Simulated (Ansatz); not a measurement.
**doublet [Si3NH9]+: levels of theory compared**

We compute a comparison of 6 runs (UBHLYP/6-31G*, UHSE06/6-31G*, UPBE-QIDH/6-31G*, USVWN5/6-31G*, RPA@PBE0/6-31G*, UBCCD(T)/6-31G*) of doublet [Si3NH9]+. 

The calculation is run with Ansatz 0.2.0.

59 further runs of the same task are left out: 59 set aside as unsound or not needed.

### 1 Starting point

[Si3NH9]+: 13 atoms, total charge +1, spin state doublet. As SMILES of the parent species, `[SiH3]N([SiH3])[SiH3]`. The coordinates come from a PBE0-D4/def2-TZVP relaxation. That shape belongs to the parent species and isn't relaxed for this state.

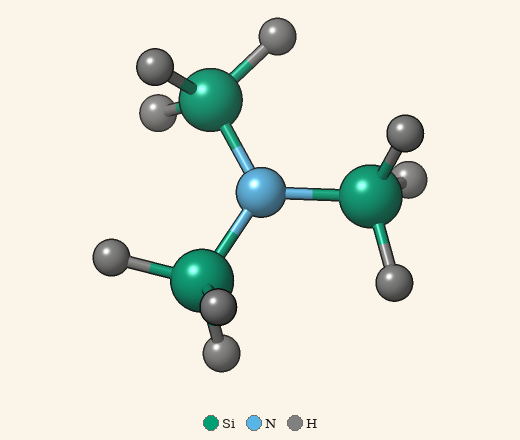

The structure, seen from a chosen angle (silicon teal, nitrogen blue, hydrogen grey).

### 2 A single-point energy at UBHLYP/6-31G(d) (spherical functions) (run 1)

The input, job.yaml:

```yaml
crystal:
  periodic: [false, false, false]
  atoms:
    - {symbol: Si, position_ang: [-0.519450, 1.440730, -0.815850]}
    - {symbol: N, position_ang: [-0.000690, -0.000090, 0.000350]}
    - {symbol: Si, position_ang: [0.784860, 0.112060, 1.543580]}
    - {symbol: Si, position_ang: [-0.265590, -1.552910, -0.727470]}
    - {symbol: H, position_ang: [-1.148110, 1.019270, -2.096710]}
    - {symbol: H, position_ang: [-1.512750, 2.195720, -0.007190]}
    - {symbol: H, position_ang: [0.625850, 2.343510, -1.105390]}
    - {symbol: H, position_ang: [0.020170, -0.607680, 2.596110]}
    - {symbol: H, position_ang: [2.158120, -0.455830, 1.496860]}
    - {symbol: H, position_ang: [0.862760, 1.555850, 1.894200]}
    - {symbol: H, position_ang: [-1.713780, -1.813530, -0.940290]}
    - {symbol: H, position_ang: [0.285610, -2.575110, 0.202450]}
    - {symbol: H, position_ang: [0.422990, -1.661990, -2.040670]}
basis:
  gaussian:
    orbitals: 6-31G_st_-spherical.json
total_charge: 1
magnetization:
  spin_polarized: true
  initial_magnetization: 1
hamiltonian:
  xc: {name: BHLYP}
accuracy: high
output: {orbitals: {seedname: orbitals}}
```

The basis set 6-31G* is read from a file made from the Basis Set Exchange's data (not shown).

Started as:

```sh
$ ansatz run job.yaml --threads 1 --pin off --max-ram 3480MiB --events-out events.jsonl --progress --plain --runs-dir runs
```

The program printed:

```text
Warning: RAYON_NUM_THREADS=1 ignored (pool sized by the plan → 1); use --threads N
Functional definition: BHLYP
  name "BHLYP"
  parameter a = 0.5
  exchange = (1 - a)*b88_x + a*exact_x
  correlation = lyp_c
2087 factors; integrals over basis functions are off by at most 3.7e-9 eV
mean field evaluation 1: about -25249.8733 eV, gradient 4.3e1 eV
mean field evaluation 2: about -25241.1436 eV, gradient 5.9e1 eV
mean field evaluation 4: about -25258.6566 eV, gradient 2.0e0 eV
mean field evaluation 8: about -25258.8352 eV, gradient 9.8e-2 eV
mean field evaluation 16: about -25258.8354 eV, gradient 4.5e-5 eV
mean field -25258.83537997 eV, -928.2450791603 hartree, gradient 4.8e-8 eV, S^2 0.760751; 0 other end points of the search recorded, 0 dependent functions left out
reference -25258.83541302 eV, -928.2450803749 hartree; 29, 28 occupied and 57, 58 virtual orbitals, 2087 factors
Total energy: -25258.83541302 eV, -928.2450803749 hartree
```

Wall time 17 s (1 thread of Arm Neoverse V2, shared host); peak memory 0.51 GiB.

### 3 A single-point energy at UHSE06/6-31G(d) (spherical functions) (run 2)

The input, molecule.yaml:

```yaml
crystal:
  periodic: [false, false, false]
  atoms:
    - {symbol: Si, position_ang: [-0.519450, 1.440730, -0.815850]}
    - {symbol: N, position_ang: [-0.000690, -0.000090, 0.000350]}
    - {symbol: Si, position_ang: [0.784860, 0.112060, 1.543580]}
    - {symbol: Si, position_ang: [-0.265590, -1.552910, -0.727470]}
    - {symbol: H, position_ang: [-1.148110, 1.019270, -2.096710]}
    - {symbol: H, position_ang: [-1.512750, 2.195720, -0.007190]}
    - {symbol: H, position_ang: [0.625850, 2.343510, -1.105390]}
    - {symbol: H, position_ang: [0.020170, -0.607680, 2.596110]}
    - {symbol: H, position_ang: [2.158120, -0.455830, 1.496860]}
    - {symbol: H, position_ang: [0.862760, 1.555850, 1.894200]}
    - {symbol: H, position_ang: [-1.713780, -1.813530, -0.940290]}
    - {symbol: H, position_ang: [0.285610, -2.575110, 0.202450]}
    - {symbol: H, position_ang: [0.422990, -1.661990, -2.040670]}
basis:
  gaussian:
    orbitals: 6-31G_st_-spherical.json
accuracy: high
magnetization:
  spin_polarized: true
  initial_magnetization: 1
hamiltonian:
  xc: {name: HSE06}
total_charge: 1
output: {orbitals: {seedname: orbitals}}
```

The basis set 6-31G* is read from a file made from the Basis Set Exchange's data (not shown).

Started as:

```sh
$ ansatz run molecule.yaml --threads 1 --pin off --max-ram 3480MiB --events-out events.jsonl --progress --plain --runs-dir runs
```

The program printed:

```text
Warning: RAYON_NUM_THREADS=1 ignored (pool sized by the plan → 1); use --threads N
Functional definition: HSE06
  name "HSE06"
  parameter a = 0.25
  parameter omega = 0.11/bohr
  exchange = pbe_x - a*pbe_x_sr(omega) + a*exact_x_sr(omega)
  correlation = pbe_c
2087 factors; integrals over basis functions are off by at most 3.7e-9 eV
138 factors; integrals over basis functions are off by at most 1.3e-9 eV
mean field evaluation 1: about -25234.7809 eV, gradient 5.1e1 eV
mean field evaluation 2: about -25199.4486 eV, gradient 9.0e1 eV
mean field evaluation 4: about -25246.6847 eV, gradient 3.5e0 eV
mean field evaluation 8: about -25247.0687 eV, gradient 1.4e-1 eV
mean field evaluation 16: about -25247.0689 eV, gradient 5.2e-5 eV
mean field -25247.06885754 eV, -927.8126674368 hartree, gradient 8.0e-8 eV, S^2 0.757404; 0 other end points of the search recorded, 0 dependent functions left out
reference -25247.06886191 eV, -927.8126675973 hartree; 29, 28 occupied and 57, 58 virtual orbitals, 2087 factors
Total energy: -25247.06886191 eV, -927.8126675973 hartree
```

It took 20 s on 1 thread of Arm Neoverse V2, shared host; peak memory 0.54 GiB.

Runs 3 to 4 aren't shown in full; the table further down has their settings and results.

### 4 A single-point energy at RPA@PBE0/6-31G(d) (spherical functions) (run 5)

molecule.yaml: that of step 3 with these lines changed.

```diff
@@ -1 +1,4 @@
+basis:
+  gaussian:
+    orbitals: 6-31G_st_-spherical.json
 crystal:
@@ -4,3 +7,3 @@
     - {symbol: Si, position_ang: [-0.519450, 1.440730, -0.815850]}
-    - {symbol: N, position_ang: [-0.000690, -0.000090, 0.000350]}
+    - {symbol: "N", position_ang: [-0.000690, -0.000090, 0.000350]}
     - {symbol: Si, position_ang: [0.784860, 0.112060, 1.543580]}
@@ -16,6 +19,3 @@
     - {symbol: H, position_ang: [0.422990, -1.661990, -2.040670]}
-basis:
-  gaussian:
-    orbitals: 6-31G_st_-spherical.json
-accuracy: high
+total_charge: 1
 magnetization:
@@ -24,4 +24,6 @@
 hamiltonian:
-  xc: {name: HSE06}
-total_charge: 1
-output: {orbitals: {seedname: orbitals}}
+  xc: pbe0
+correlation:
+  method: rpa
+  frozen_orbitals: {H: 0, "N": 1, Si: 5}
+accuracy: high
```

The basis set 6-31G* is read from a file made from the Basis Set Exchange's data (not shown).

Started as:

```sh
$ ansatz run molecule.yaml --threads 1 --pin off --max-ram 3480MiB --events-out events.jsonl --progress --plain --runs-dir runs
```

The program printed (excerpt; [...] marks lines left out):

```text
Warning: RAYON_NUM_THREADS=1 ignored (pool sized by the plan → 1); use --threads N
Functional definition: PBE0
  name "PBE0"
[...]
2087 factors; integrals over basis functions are off by at most 3.7e-9 eV
[...]
mean field -25247.69922419 eV, -927.8358329839 hartree, gradient 4.6e-8 eV, S^2 0.757493; 0 other end points of the search recorded, 0 dependent functions left out
16 core orbitals not correlated: weight in the atoms' cores, before any rotation towards them, 1.000 or more for the frozen orbitals, at most 0.000 for the correlated occupied ones
reference -25201.09096823 eV, -926.1230111693 hartree; 13, 12 occupied and 57, 58 virtual orbitals, 2087 factors
Total energy: -25218.90369366 eV, -926.7776167550 hartree
```

Run time: 23 s. Hardware: 1 thread of Arm Neoverse V2, shared host; peak memory 0.52 GiB.

### 5 A single-point energy at UBCCD(T)/6-31G(d) (spherical functions) (run 6)

The input, run.yaml:

```yaml
crystal:
  periodic: [false, false, false]
  atoms:
    - symbol: Si
      position_ang: [-0.519450, 1.440730, -0.815850]
    - symbol: N
      position_ang: [-0.000690, -0.000090, 0.000350]
    - symbol: Si
      position_ang: [0.784860, 0.112060, 1.543580]
    - symbol: Si
      position_ang: [-0.265590, -1.552910, -0.727470]
    - symbol: H
      position_ang: [-1.148110, 1.019270, -2.096710]
    - symbol: H
      position_ang: [-1.512750, 2.195720, -0.007190]
    - symbol: H
      position_ang: [0.625850, 2.343510, -1.105390]
    - symbol: H
      position_ang: [0.020170, -0.607680, 2.596110]
    - symbol: H
      position_ang: [2.158120, -0.455830, 1.496860]
    - symbol: H
      position_ang: [0.862760, 1.555850, 1.894200]
    - symbol: H
      position_ang: [-1.713780, -1.813530, -0.940290]
    - symbol: H
      position_ang: [0.285610, -2.575110, 0.202450]
    - symbol: H
      position_ang: [0.422990, -1.661990, -2.040670]
basis:
  gaussian:
    orbitals: 6-31G_st_-spherical.json
accuracy: high
scf:
  omitted_lower_state_checks: [cluster_reference, increment]
total_charge: 1
magnetization:
  spin_polarized: true
  initial_magnetization: 1
correlation:
  method: bccd_t
  frozen_orbitals: {H: 0, "N": 1, Si: 5}
```

The basis set 6-31G* is read from a file made from the Basis Set Exchange's data (not shown).

Started as:

```sh
$ ansatz run run.yaml --threads 1 --pin off --max-ram 3480MiB --events-out events.jsonl --progress --plain --runs-dir runs
```

The program printed:

```text
Warning: RAYON_NUM_THREADS=1 ignored (pool sized by the plan → 1); use --threads N
[... 12 lines left out ...]
16 core orbitals not correlated: weight in the atoms' cores, before any rotation towards them, 1.000 or more for the frozen orbitals, at most 0.000 for the correlated occupied ones
[... 29 lines left out ...]
Total energy: -25214.47417472 eV, -926.6148349367 hartree
Checks for a lower state left out: cluster_reference, increment
```

Run time: 57 s. Hardware: 1 thread of Arm Neoverse V2, shared host; peak memory 1 GiB.

### 6 All runs side by side

```tsv
run	level	frozen core orbitals	energy (Eh)	HOMO energy (eV)	LUMO energy (eV)	⟨S²⟩	wall time
1	UBHLYP/6-31G* (spherical functions)	–	-928.245080	-15.56	-10.15	0.761	17 s
2	UHSE06/6-31G* (spherical functions)	–	-927.812668	-13.78	-11.53	0.757	20 s
3	UPBE-QIDH/6-31G* (spherical functions)	16	-927.500806	-16.46	-9.04	0.763	21 s
4	USVWN5/6-31G* (spherical functions)	–	-924.272634	-12.50	-11.83	0.752	9 s
5	RPA@PBE0/6-31G* (spherical functions)	16	-926.777617	–	–	0.757	23 s
6	UBCCD(T)/6-31G* (spherical functions)	16	-926.614835	–	–	0.764	57 s
```

### 7 Outcome

```
                                           quantity          value
                                run 6: total energy  -926.61483 Eh
run 6: correlation energy (16 core orbitals frozen)     -449.8 mEh
                              run 6: (T) correction     -13.84 mEh
           run 6: ⟨S²⟩ of the reference determinant          0.764
```

What this shows: Totals of different functionals can't be ranked against each other. All runs together took 2.4 min, the longest 57 s.
